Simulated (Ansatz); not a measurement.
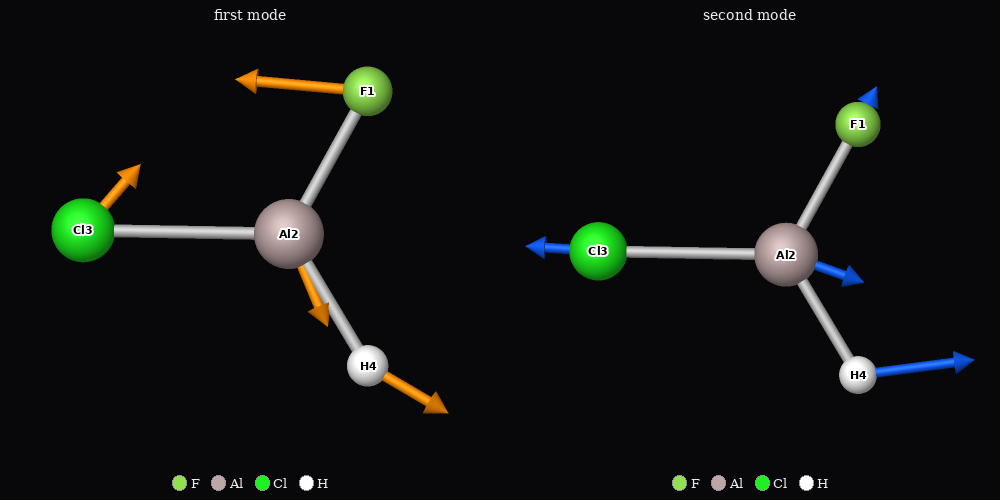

The system is AlClFH, SMILES [F][AlH][Cl]; the picture shows the reference structure; its two panels give the patterns of the first and the second mode as arrows. 
- The first coordinate is: normal mode 1 (212 cm⁻¹); the second: normal mode 3 (534 cm⁻¹).
- Nothing is relaxed (straight displacements along the two mass-weighted modes).
- The grid has 13 × 13 points.
- Points are written as (first, second).
- Energies: eV, counted from the lowest grid point.
- All numbers below come from RHF-MP2, frozen core/def2-TZVP in Ansatz 0.2.0.

Its coordinates:

```csv
atom,x (Å),y (Å),z (Å)
F,0.4733,-1.0296,1.2498
Al,0.1234,0.0316,0.0408
Cl,-1.6184,-0.2869,-1.0606
H,1.0771,1.2246,-0.2504
```

Range: normal mode 1 (212 cm⁻¹) from −2.80 to 2.80 amu½·Å; normal mode 3 (534 cm⁻¹) from −1.38 to 1.38 amu½·Å.

**Predict the map.**

The lowest grid point is at (0.00 amu½·Å, 0.00 amu½·Å). It is the only kind of minimum in the scanned range. The highest grid point, (2.80 amu½·Å, −1.38 amu½·Å), lies 2.32 eV above the lowest.

| normal mode 3 (534 cm⁻¹) ↓, normal mode 1 (212 cm⁻¹) → | −2.80 | −2.34 | −1.87 | −1.40 | −0.93 | −0.47 | 0.00 | 0.47 | 0.93 | 1.40 | 1.87 | 2.34 | 2.80 |
| --- | --- | --- | --- | --- | --- | --- | --- | --- | --- | --- | --- | --- | --- |
| 1.38 | 1.26 | 1.06 | 0.90 | 0.79 | 0.72 | 0.68 | 0.69 | 0.74 | 0.85 | 1.01 | 1.23 | 1.53 | 1.89 |
| 1.15 | 1.13 | 0.91 | 0.75 | 0.63 | 0.55 | 0.51 | 0.51 | 0.55 | 0.64 | 0.80 | 1.01 | 1.29 | 1.65 |
| 0.92 | 1.00 | 0.78 | 0.61 | 0.48 | 0.40 | 0.35 | 0.34 | 0.38 | 0.47 | 0.61 | 0.81 | 1.08 | 1.43 |
| 0.69 | 0.90 | 0.67 | 0.49 | 0.36 | 0.27 | 0.22 | 0.21 | 0.24 | 0.31 | 0.44 | 0.63 | 0.90 | 1.24 |
| 0.46 | 0.82 | 0.58 | 0.40 | 0.26 | 0.17 | 0.11 | 0.10 | 0.12 | 0.19 | 0.31 | 0.49 | 0.75 | 1.07 |
| 0.23 | 0.77 | 0.53 | 0.34 | 0.20 | 0.10 | 0.04 | 0.03 | 0.05 | 0.11 | 0.22 | 0.39 | 0.63 | 0.95 |
| 0.00 | 0.75 | 0.51 | 0.31 | 0.17 | 0.07 | 0.02 | 0.00 | 0.02 | 0.08 | 0.18 | 0.34 | 0.57 | 0.88 |
| −0.23 | 0.78 | 0.53 | 0.33 | 0.19 | 0.10 | 0.05 | 0.03 | 0.05 | 0.10 | 0.20 | 0.35 | 0.57 | 0.87 |
| −0.46 | 0.85 | 0.60 | 0.41 | 0.27 | 0.19 | 0.14 | 0.13 | 0.15 | 0.20 | 0.30 | 0.44 | 0.65 | 0.93 |
| −0.69 | 0.99 | 0.74 | 0.56 | 0.43 | 0.35 | 0.31 | 0.31 | 0.34 | 0.39 | 0.48 | 0.62 | 0.81 | 1.08 |
| −0.92 | 1.19 | 0.96 | 0.79 | 0.67 | 0.61 | 0.59 | 0.60 | 0.63 | 0.69 | 0.78 | 0.91 | 1.09 | 1.35 |
| −1.15 | 1.48 | 1.27 | 1.11 | 1.02 | 0.98 | 0.98 | 1.01 | 1.06 | 1.13 | 1.22 | 1.34 | 1.51 | 1.75 |
| −1.38 | 1.87 | 1.69 | 1.56 | 1.50 | 1.49 | 1.52 | 1.58 | 1.65 | 1.73 | 1.83 | 1.95 | 2.10 | 2.32 |

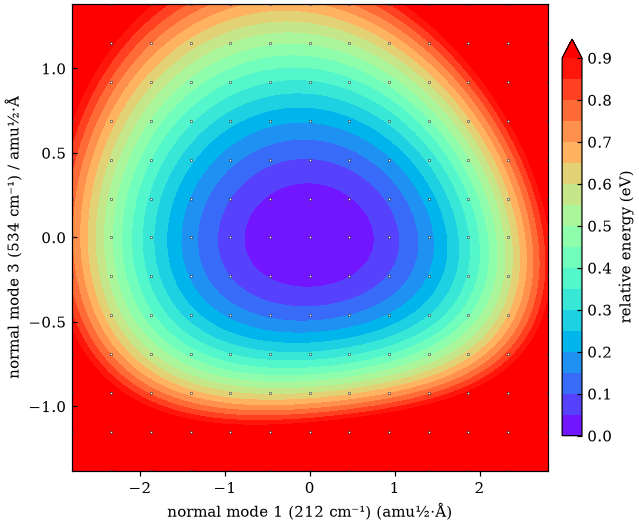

The picture shows filled contours, dots at the grid points, one colour for all values above the top of the scale. Between grid points the surface is interpolated.

The whole map (169 points run) took 7.9 min on 1 thread of Arm Neoverse V2, on a shared host.
